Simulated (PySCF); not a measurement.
Consider C5H6Cl2Si (SMILES ClC(Cl)C1=CC=C[SiH2]1).

```xyz
14

Cl    2.6435    0.6484   -1.4949
C     2.0285   -0.2231   -0.0596
Cl    2.7208    0.5445    1.3993
C     0.5608   -0.1568   -0.0196
C    -0.2319   -1.2384   -0.0449
C    -1.6613   -0.9789   -0.0011
C    -2.0305    0.3065    0.0584
Si   -0.5023    1.4151    0.0695
H     2.4290   -1.2391   -0.1067
H     0.1338   -2.2548   -0.0945
H    -2.3495   -1.8118   -0.0191
H    -3.0642    0.6050    0.0938
H    -0.3655    2.2429   -1.1253
H    -0.3119    2.1399    1.3224
```

Geometry: GFN2-xTB, NEB image 0 of 0 to 8.

Method: PBE0/pcSseg-1, SCF density, gas phase, non-relativistic in PySCF 2.14.0.

Predict the electron density and electron localisation function between the atoms.

Answer. C–C (1.34 Å): ρ is about 2.2 e/Å³ halfway; the ELF peaks at about 0.90 between the atoms; a short, multiple covalent bond.
C–Si (1.89 Å): ρ is about 0.92 e/Å³ halfway; the ELF peaks at about 0.95 between the atoms, as expected for a shared electron pair.
C–H (1.08 Å): the density is about 2 e/Å³ at the midpoint; the ELF climbs to about 1 towards the hydrogen, as it does in any bond to H: a covalent bond by its length.
C–C (1.45 Å): the density is about 1.9 e/Å³ at the midpoint; the ELF peaks at about 0.95 between the atoms, as expected for a covalent bond.

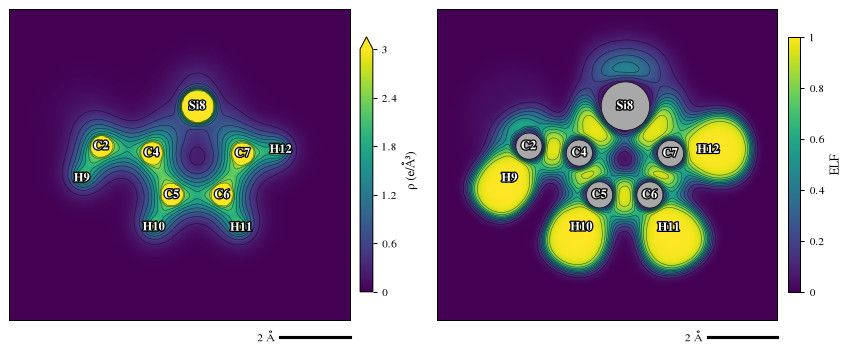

Computed electron density and electron localisation function on the plane of atoms C6, C7 and H12, in this order. Grey discs cover the atomic cores in the ELF map. 
